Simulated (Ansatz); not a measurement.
# AlGeHO+ (quartet): correlated methods under varied settings

What do other methods and options give for AlGeHO+ (quartet) at this geometry, and how long do they take?

Computed with Ansatz 0.2.0, Gaussian basis. Level: the settings change from run to run.

24 further runs of the same task are left out: 6 that didn't finish, 18 set aside as unsound or not needed. Runs told in other sessions of the task aren't counted.

### 1 The geometry

The geometry is a PBE0/def2-TZVP stationary point (not a proven minimum) of the parent state, kept for this charge and spin. No spin-orbit coupling is included. The filled d shell of Ge may be among the frozen orbitals whatever the setting's name suggests.

4 atoms, charge 1, spin multiplicity 4.

Atoms are counted from 1 here; the program's logs count them from 0.

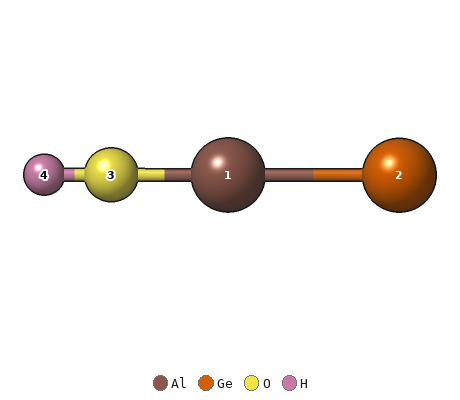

The structure; aluminium brown, germanium orange, oxygen yellow, hydrogen pink; atoms are numbered from 1 in the order of the file.

Coordinates:

```
Al    0.0000    0.0000   -0.4578
Ge    0.0000    0.0000   -2.8770
O     0.0000    0.0000    1.1936
H     0.0000    0.0000    2.1412
```

### 2 HF (ROHF)/cc-pVDZ

The input, in.yaml:

```yaml
crystal:
  periodic: [false, false, false]
  atoms:
    - {symbol: Al, position_ang: [0.000000, 0.000000, -0.457800]}
    - {symbol: Ge, position_ang: [0.000000, 0.000000, -2.877000]}
    - {symbol: O, position_ang: [0.000000, 0.000000, 1.193600]}
    - {symbol: H, position_ang: [0.000000, 0.000000, 2.141200]}
basis:
  gaussian: {orbitals: cc-pVDZ, point_charges: [{charge: -0.50, position_ang: [4.801, 0.547, 0.475]}]}
total_charge: 1
magnetization: {spin_polarized: false, initial_magnetization: 3}
hamiltonian: {xc: hf}
scf: {lower_state_search: light}
output: {forces: true, orbitals: {seedname: orbitals}}
```

The run is started by

```
$ ansatz run in.yaml --threads 1 --pin off --events-out ev --progress --plain --max-ram 2393MiB
```

Output:

```text
Functional definition: HF
  name "HF"
  cite "Fock, Z. Phys. 61, 126 (1930) doi:10.1007/BF01340294"
  parent pbe
  exchange = exact_x
  correlation = 0
682 factors; integrals over basis functions are off by at most 1.4e-3 eV
mean field evaluation 1: about -65094.0977 eV, gradient 6.3e1 eV
mean field evaluation 2: about -65094.1006 eV, gradient 6.3e1 eV
mean field evaluation 4: about -65100.1421 eV, gradient 3.0e1 eV
mean field evaluation 8: about -65103.0822 eV, gradient 4.1e-1 eV
mean field evaluation 16: about -65103.0981 eV, gradient 1.3e-5 eV
mean field evaluation 32: about -65096.3663 eV, gradient 7.6e0 eV
mean field evaluation 64: about -65096.7535 eV, gradient 4.1e0 eV
mean field -65103.09808144 eV, -2392.4947260281 hartree, gradient 1.3e-5 eV, S^2 3.750000; 1 other end points of the search recorded, 0 dependent functions left out
the calculation of the forces begins
reference -65103.09808144 eV, -2392.4947260281 hartree; 28, 25 occupied and 36, 39 virtual orbitals, 682 factors
Total energy: -65103.09808144 eV, -2392.4947260281 hartree
Atom 0 at     0.000000     0.000000    -0.457800 Å, force     0.393438     0.044826     0.507126 eV/Å
Atom 1 at     0.000000     0.000000    -2.877000 Å, force    -0.011417    -0.001301     0.931921 eV/Å
Atom 2 at     0.000000     0.000000     1.193600 Å, force    -0.224943    -0.025629    -1.043108 eV/Å
Atom 3 at     0.000000     0.000000     2.141200 Å, force     0.098158     0.011184    -0.327865 eV/Å
Dipole moment:     0.078223     0.008912     0.619469 e Å
```

Wall time 3 s (1 thread of Arm Neoverse V1, shared host).

### 3 BCCD/cc-pVDZ

The input, in.yaml:

```yaml
crystal:
  periodic: [false, false, false]
  atoms:
    - {symbol: Al, position_ang: [0.000000, 0.000000, -0.457800]}
    - {symbol: Ge, position_ang: [0.000000, 0.000000, -2.877000]}
    - {symbol: O, position_ang: [0.000000, 0.000000, 1.193600]}
    - {symbol: H, position_ang: [0.000000, 0.000000, 2.141200]}
basis:
  gaussian: {orbitals: cc-pVDZ}
total_charge: 1
magnetization: {spin_polarized: false, initial_magnetization: 3}
hamiltonian: {xc: {name: r2SCAN}}
correlation: {method: bccd, electrons: outside_noble_gas, diis_vectors: 1}
```

The command is unchanged.

Output, cut to the lines that bear on the results:

```text
Functional definition: r2SCAN
  name "r2SCAN"
  cite "Furness, Kaplan, Ning, Perdew & Sun, J. Phys. Chem. Lett. 11, 8208 (2020) doi:10.1021/acs.jpclett.0c02405"
  cite "Furness, Kaplan, Ning, Perdew & Sun, J. Phys. Chem. Lett. 11, 9248 (2020) doi:10.1021/acs.jpclett.0c03077"
  parent r2scan
[...]
682 factors; integrals over basis functions are off by at most 1.4e-3 eV
[...]
mean field -65166.76837637 eV, -2394.8345662096 hartree, gradient 2.4e-6 eV, S^2 3.750000; 0 other end points of the search recorded, 0 dependent functions left out
[...]
20 core orbitals not correlated: weight in the atoms' cores, before any rotation towards them, 0.999 or more for the frozen orbitals, at most 0.000 for the correlated occupied ones
reference -65101.08820708 eV, -2392.4208645076 hartree; 8, 5 occupied and 36, 39 virtual orbitals, 682 factors
second order -7.75906438 eV of doubles, -0.29857893 eV of singles
cycle   1  -7.98548899 eV  change    6.6e-2 eV  update   9.8e-2
[...]
cycle  20  -8.28105177 eV  change   -2.9e-6 eV  update   1.2e-5
Total energy: -65109.36925885 eV, -2392.7251875470 hartree
```

Wall time 13 s (1 thread of Arm Neoverse V1, shared host).

From the report: correlation -8.2811 eV; largest double amplitude 0.07.

### 4 BCCD(T) on ROHF/STO-3G

in.yaml, as its differences from that of step 3:

```diff
@@ -8,6 +8,6 @@
 basis:
-  gaussian: {orbitals: cc-pVDZ}
+  gaussian: {orbitals: STO-3G}
 total_charge: 1
 magnetization: {spin_polarized: false, initial_magnetization: 3}
-hamiltonian: {xc: {name: r2SCAN}}
-correlation: {method: bccd, electrons: outside_noble_gas, diis_vectors: 1}
+correlation: {method: bccd_t, electrons: all}
+accuracy: high
```

Same command.

Output, cut to the lines that bear on the results:

```text
Functional definition: HF
  name "HF"
  cite "Fock, Z. Phys. 61, 126 (1930) doi:10.1007/BF01340294"
  parent pbe
[...]
480 factors; integrals over basis functions are off by at most 4.0e-8 eV
[...]
mean field -64354.06022717 eV, -2364.9680925999 hartree, gradient 2.4e-8 eV, S^2 3.750000; 1 other end points of the search recorded, 0 dependent functions left out
[...]
determinant -64354.06022717 eV, -2364.9680925999 hartree, with singles and doubles -64356.57127570 eV, -2365.0603719312 hartree
determinant -64351.32204441 eV, -2364.8674662394 hartree, with singles and doubles -64353.87451820 eV, -2364.9612679211 hartree
reference -64354.06022717 eV, -2364.9680925999 hartree; 28, 25 occupied and 5, 8 virtual orbitals, 480 factors
second order -2.09744074 eV of doubles, -0.00356821 eV of singles
cycle   1  -2.45053373 eV  change    6.1e-2 eV  update   2.4e-2
[...]
cycle  23  -2.44992464 eV  change   -4.3e-9 eV  update   3.7e-9
perturbative correction -0.27622156 eV, -0.0101509552 hartree
Total energy: -64356.78637338 eV, -2365.0682766250 hartree
```

Wall time 6 s (1 thread of Arm Neoverse V1, shared host).

From the report: correlation -2.7261 eV; largest double amplitude 0.08.

### 5 CCSDT(Q) on ROHF/STO-3G

in.yaml, as its differences from that of step 4:

```diff
@@ -8,6 +8,6 @@
 basis:
-  gaussian: {orbitals: STO-3G}
+  gaussian: {orbitals: STO-3G, point_charges: [{charge: 0.50, position_ang: [4.117, -0.320, -0.246]}]}
 total_charge: 1
 magnetization: {spin_polarized: false, initial_magnetization: 3}
-correlation: {method: bccd_t, electrons: all}
-accuracy: high
+correlation: {method: ccsdt_q, electrons: valence}
+scf: {lower_state_search: off}
```

Same command.

Output, cut to the lines that bear on the results:

```text
Functional definition: HF
  name "HF"
  cite "Fock, Z. Phys. 61, 126 (1930) doi:10.1007/BF01340294"
  parent pbe
[...]
466 factors; integrals over basis functions are off by at most 4.5e-8 eV
[...]
mean field -64352.40969038 eV, -2364.9074364914 hartree, gradient 1.2e-6 eV, S^2 3.750000; 0 other end points of the search recorded, 0 dependent functions left out
15 core orbitals not correlated: weight in the atoms' cores, before any rotation towards them, 0.999 or more for the frozen orbitals, at most 0.000 for the correlated occupied ones
reference -64352.40969038 eV, -2364.9074364914 hartree; 13, 10 occupied and 5, 8 virtual orbitals, 466 factors
second order -1.89117001 eV of doubles, -0.00345276 eV of singles
cycle   1  -1.98837343 eV  change   -9.4e-2 eV  update   1.3e-1
[...]
cycle  27  -2.53944437 eV  change    2.2e-7 eV  update   2.2e-6
perturbative correction 0.00780386 eV, 0.0002867866 hartree
Total energy: -64354.94133089 eV, -2365.0004725643 hartree
Checks for a lower state left out: stability, starts, cluster_reference, orbital_swaps, neighbouring_geometries, increment
```

Run time: 4.9 s. Hardware: 1 thread of Arm Neoverse V1, shared host.

From the report: correlation -2.5316 eV; T1 0.023; largest double amplitude 0.08.

### 6 NEVPT4(SD)(7,7)/STO-3G

The input, in.yaml:

```yaml
crystal:
  periodic: [false, false, false]
  atoms:
    - {symbol: Al, position_ang: [0.000000, 0.000000, -0.457800]}
    - {symbol: Ge, position_ang: [0.000000, 0.000000, -2.877000]}
    - {symbol: O, position_ang: [0.000000, 0.000000, 1.193600]}
    - {symbol: H, position_ang: [0.000000, 0.000000, 2.141200]}
basis:
  gaussian: {orbitals: STO-3G}
total_charge: 1
magnetization: {spin_polarized: false, initial_magnetization: 3}
correlation: {method: fic_nevpt4_sd, electrons: outside_noble_gas, active_space: {window: {electrons: 7, orbitals: 7}, states: [{multiplicity: 4, weights: [1, 1, 1, 1]}, {multiplicity: 6, weights: [1]}]}}
scf: {lower_state_search: light}
```

Same command.

Output, cut to the lines that bear on the results:

```text
Functional definition: HF
  name "HF"
  cite "Fock, Z. Phys. 61, 126 (1930) doi:10.1007/BF01340294"
  parent pbe
[...]
466 factors; integrals over basis functions are off by at most 6.1e-8 eV
[...]
mean field -64354.06022714 eV, -2364.9680925985 hartree, gradient 1.4e-6 eV, S^2 3.750000; 0 other end points of the search recorded, 0 dependent functions left out
reference -64354.06022714 eV, -2364.9680925985 hartree; 28, 25 occupied and 5, 8 virtual orbitals, 466 factors
state -64353.65122908 eV, -2364.9530621972 hartree
state -64352.15329905 eV, -2364.8980142840 hartree
state -64350.67768419 eV, -2364.8437864380 hartree
state -64350.61691539 eV, -2364.8415532256 hartree
state -64353.65122908 eV, -2364.9530621972 hartree; corrected -64356.34791279 eV, -2365.0521634958 hartree
state -64352.15329905 eV, -2364.8980142840 hartree; corrected -64353.61732927 eV, -2364.9518164022 hartree
[...]
state -64350.62716218 eV, -2364.8419297885 hartree; corrected -64352.90700401 eV, -2364.9257124303 hartree
state -64348.81226305 eV, -2364.7752334757 hartree
state -64348.81226305 eV, -2364.7752334757 hartree; corrected -64350.58908109 eV, -2364.8405303341 hartree
state -64354.05712890 eV, -2364.9679787405 hartree; corrected -64356.44246965 eV, -2365.0556383961 hartree
state -64351.85979963 eV, -2364.8872283791 hartree; corrected -64353.59918512 eV, -2364.9511496169 hartree
state -64350.73768434 eV, -2364.8459914029 hartree; corrected -64352.95603913 eV, -2364.9275144377 hartree
state -64350.62716218 eV, -2364.8419297885 hartree; corrected -64352.90700401 eV, -2364.9257124303 hartree
state -64348.81226305 eV, -2364.7752334757 hartree; corrected -64350.58908109 eV, -2364.8405303341 hartree
WARN: the results are in doubt because another end's mean lies 0.050 eV lower, and its corrected mean 0.304 eV higher
Total energy: -64353.29875580 eV, -2364.9401090430 hartree
In doubt: another end's mean lies 0.050 eV lower, and its corrected mean 0.304 eV higher
```

Run time: 17 s. Hardware: 1 thread of Arm Neoverse V1, shared host.

From the report: 261 determinants; active occupations (of the averaged states) 1.94, 1.55, 1.21, 0.81, 0.79, 0.61, 0.10. The program marks this result as in doubt; its last lines say why.

### 7 HF (ROHF)/6-31G

The input, in.yaml:

```yaml
crystal:
  periodic: [false, false, false]
  atoms:
    - {symbol: Al, position_ang: [0.000000, 0.000000, -0.457800]}
    - {symbol: Ge, position_ang: [0.000000, 0.000000, -2.877000]}
    - {symbol: O, position_ang: [0.000000, 0.000000, 1.193600]}
    - {symbol: H, position_ang: [0.000000, 0.000000, 2.141200]}
basis:
  gaussian: {orbitals: 6-31G}
total_charge: 1
magnetization: {spin_polarized: false, initial_magnetization: 3}
hamiltonian: {xc: hf}
output: {forces: true, orbitals: {seedname: orbitals}}
```

Launched as before.

Output, cut to the lines that bear on the results:

```text
Functional definition: HF
  name "HF"
  cite "Fock, Z. Phys. 61, 126 (1930) doi:10.1007/BF01340294"
  parent pbe
[...]
495 factors; integrals over basis functions are off by at most 2.9e-4 eV
[...]
mean field -65092.01298449 eV, -2392.0873562289 hartree, gradient 2.8e-5 eV, S^2 3.750000; 0 other end points of the search recorded, 0 dependent functions left out
[...]
reference -65092.01298449 eV, -2392.0873562289 hartree; 28, 25 occupied and 25, 28 virtual orbitals, 495 factors
Total energy: -65092.01298449 eV, -2392.0873562289 hartree
Atom 0 at     0.000000     0.000000    -0.457800 Å, force     0.000000     0.000000     0.674259 eV/Å
Atom 1 at     0.000000     0.000000    -2.877000 Å, force    -0.000000    -0.000000     0.498003 eV/Å
Atom 2 at     0.000000     0.000000     1.193600 Å, force     0.000000     0.000000    -0.715396 eV/Å
Atom 3 at     0.000000     0.000000     2.141200 Å, force     0.000000     0.000000    -0.456865 eV/Å
Dipole moment:    -0.000000     0.000000     0.603956 e Å
```

Run time: 1.4 s. Hardware: 1 thread of Arm Neoverse V1, shared host.

### 8 CCSD(T) on ROHF/6-31G*

in.yaml, as its differences from that of step 7:

```diff
@@ -8,6 +8,5 @@
 basis:
-  gaussian: {orbitals: 6-31G}
+  gaussian: {orbitals: "6-31G*"}
 total_charge: 1
 magnetization: {spin_polarized: false, initial_magnetization: 3}
-hamiltonian: {xc: hf}
-output: {forces: true, orbitals: {seedname: orbitals}}
+correlation: {method: ccsd_t, electrons: outside_noble_gas, diis_vectors: 1}
```

Same command.

Output, cut to the lines that bear on the results:

```text
Functional definition: HF
  name "HF"
  cite "Fock, Z. Phys. 61, 126 (1930) doi:10.1007/BF01340294"
  parent pbe
[...]
632 factors; integrals over basis functions are off by at most 7.5e-4 eV
[...]
mean field -65094.19663999 eV, -2392.1676040883 hartree, gradient 2.6e-6 eV, S^2 3.750000; 1 other end points of the search recorded, 0 dependent functions left out
[...]
determinant -65094.19663999 eV, -2392.1676040883 hartree, with singles and doubles -65101.79936201 eV, -2392.4469989695 hartree
determinant -65091.37506449 eV, -2392.0639131013 hartree, with singles and doubles -65099.07252250 eV, -2392.3467894655 hartree
20 core orbitals not correlated: weight in the atoms' cores, before any rotation towards them, 1.000 or more for the frozen orbitals, at most 0.000 for the correlated occupied ones
reference -65094.19663999 eV, -2392.1676040883 hartree; 8, 5 occupied and 43, 46 virtual orbitals, 632 factors
second order -7.06450023 eV of doubles, -0.03155094 eV of singles
cycle   1  -7.60459491 eV  change   -1.6e-1 eV  update   2.7e-2
[...]
cycle  19  -7.63617522 eV  change    6.0e-7 eV  update   5.4e-6
perturbative correction -0.19127946 eV, -0.0070293904 hartree
Total energy: -65102.02409466 eV, -2392.4552577419 hartree
```

Run time: 13 s. Hardware: 1 thread of Arm Neoverse V1, shared host.

From the report: correlation -7.8275 eV; T1 0.030; largest double amplitude 0.07.

### 9 CCSD(T)/cc-pVDZ

in.yaml, as its differences from that of step 8:

```diff
@@ -8,5 +8,7 @@
 basis:
-  gaussian: {orbitals: "6-31G*"}
+  gaussian: {orbitals: cc-pVDZ}
 total_charge: 1
-magnetization: {spin_polarized: false, initial_magnetization: 3}
-correlation: {method: ccsd_t, electrons: outside_noble_gas, diis_vectors: 1}
+magnetization: {spin_polarized: true, initial_magnetization: 3}
+hamiltonian: {xc: {name: r2SCAN}}
+correlation: {method: ccsd_t, electrons: valence}
+accuracy: high
```

The command is unchanged.

Output, cut to the lines that bear on the results:

```text
Functional definition: r2SCAN
  name "r2SCAN"
  cite "Furness, Kaplan, Ning, Perdew & Sun, J. Phys. Chem. Lett. 11, 8208 (2020) doi:10.1021/acs.jpclett.0c02405"
  cite "Furness, Kaplan, Ning, Perdew & Sun, J. Phys. Chem. Lett. 11, 9248 (2020) doi:10.1021/acs.jpclett.0c03077"
  parent r2scan
[...]
1212 factors; integrals over basis functions are off by at most 8.7e-9 eV
[...]
mean field -65166.81905686 eV, -2394.8364286833 hartree, gradient 3.2e-8 eV, S^2 3.757062; 0 other end points of the search recorded, 0 dependent functions left out
15 core orbitals not correlated: weight in the atoms' cores, before any rotation towards them, 1.000 or more for the frozen orbitals, at most 0.000 for the correlated occupied ones
reference -65101.16875180 eV, -2392.4238244715 hartree; 13, 10 occupied and 36, 39 virtual orbitals, 1212 factors
second order -8.27097471 eV of doubles, -0.43488778 eV of singles
cycle   1  -8.48440734 eV  change    2.1e-1 eV  update   1.0e-1
[...]
cycle  23  -8.83661879 eV  change   6.4e-10 eV  update   2.3e-9
perturbative correction -0.28479407 eV, -0.0104659891 hartree
Total energy: -65110.29016466 eV, -2392.7590302113 hartree
```

Run time: 29 s. Hardware: 1 thread of Arm Neoverse V1, shared host.

From the report: ⟨S²⟩ of the determinant 3.757 (pure quartet: 3.75); correlation -9.1214 eV; T1 0.018; largest double amplitude 0.06. The orbitals are Kohn-Sham ones, so correlation energy and T1 don't compare with those on Hartree-Fock orbitals.

### 10 CCSD on UHF/cc-pVDZ

in.yaml, as its differences from that of step 9:

```diff
@@ -11,4 +11,3 @@
 magnetization: {spin_polarized: true, initial_magnetization: 3}
-hamiltonian: {xc: {name: r2SCAN}}
-correlation: {method: ccsd_t, electrons: valence}
+correlation: {method: ccsd, electrons: valence}
 accuracy: high
```

The command is unchanged.

Output, cut to the lines that bear on the results:

```text
Functional definition: HF
  name "HF"
  cite "Fock, Z. Phys. 61, 126 (1930) doi:10.1007/BF01340294"
  parent pbe
[...]
1212 factors; integrals over basis functions are off by at most 8.7e-9 eV
[...]
mean field -65101.80639350 eV, -2392.4472573720 hartree, gradient 3.0e-8 eV, S^2 3.762348; 2 other end points of the search recorded, 0 dependent functions left out
determinant -65101.80639350 eV, -2392.4472573720 hartree, with singles and doubles -65110.09119527 eV, -2392.7517182211 hartree
determinant -65098.92751714 eV, -2392.3414606169 hartree, with singles and doubles -65107.21591811 eV, -2392.6460537347 hartree
determinant -65098.48488658 eV, -2392.3251942438 hartree, with singles and doubles -65106.43859985 eV, -2392.6174878156 hartree
15 core orbitals not correlated: weight in the atoms' cores, before any rotation towards them, 1.000 or more for the frozen orbitals, at most 0.000 for the correlated occupied ones
reference -65101.80639350 eV, -2392.4472573720 hartree; 13, 10 occupied and 36, 39 virtual orbitals, 1212 factors
second order -7.73400895 eV of doubles, -0.00000000 eV of singles
cycle   1  -8.28605371 eV  change   -1.3e-3 eV  update   2.0e-3
[...]
cycle  19  -8.28658425 eV  change  -9.6e-10 eV  update   1.2e-9
Total energy: -65110.09297775 eV, -2392.7517837262 hartree
```

It took 21 s on 1 thread of Arm Neoverse V1, shared host.

From the report: ⟨S²⟩ of the determinant 3.762 (pure quartet: 3.75); correlation -8.2866 eV; T1 0.020; largest double amplitude 0.07.

### 11 The runs in one table

Where basis and cores are those of an earlier UCCSDT(Q)/cc-pVDZ run (-65109.9188 eV), and the records show the same count of frozen orbitals and kind of state, the miss against it is given; a blank cell means that this couldn't be shown. † marks a result that the program doubts.

| level | correlated | functions | energy (eV) | from UCCSDT(Q) (meV) | time |
| --- | --- | --- | --- | --- | --- |
| HF (ROHF)/cc-pVDZ (beside a point charge) |  | 64 | -65103.0981 |  | 3 s |
| BCCD/cc-pVDZ (on r2SCAN orbitals) | outside noble gas | 64 | -65109.3693 | 549.5 | 13 s |
| BCCD(T) on ROHF/STO-3G | all | 33 | -64356.7864 |  | 6 s |
| CCSDT(Q) on ROHF/STO-3G (beside a point charge) | valence | 33 | -64354.9413 |  | 4.9 s |
| NEVPT4(SD)(7,7)/STO-3G (mean of several states) † | outside noble gas | 33 | -64353.2988 |  | 17 s |
| HF (ROHF)/6-31G |  | 53 | -65092.0130 |  | 1.4 s |
| CCSD(T) on ROHF/6-31G* | outside noble gas | 71 | -65102.0241 |  | 13 s |
| CCSD(T)/cc-pVDZ (on r2SCAN orbitals) | valence | 64 | -65110.2902 |  | 29 s |
| CCSD on UHF/cc-pVDZ | valence | 64 | -65110.0930 |  | 21 s |

### 12 Summary of results

| quantity | value |
| --- | --- |
| runs | 9 |
| quickest | HF (ROHF)/6-31G, 1.4 s |
| slowest | CCSD(T)/cc-pVDZ (on r2SCAN orbitals), 29 s |

**Reading.** Total energies in different bases, with other cores or another treatment of relativity can't be set against each other. «valence» and «outside noble gas» are the program's key words; the logs give how many orbitals each freezes, and for Ga to Kr the 3d shell needn't follow the word's plain sense. CCSD(T)/cc-pVDZ (on r2SCAN orbitals) took 20 times as long as HF (ROHF)/6-31G; the jobs differ in more than the method. Cores frozen from Kohn-Sham orbitals shift the total energy.
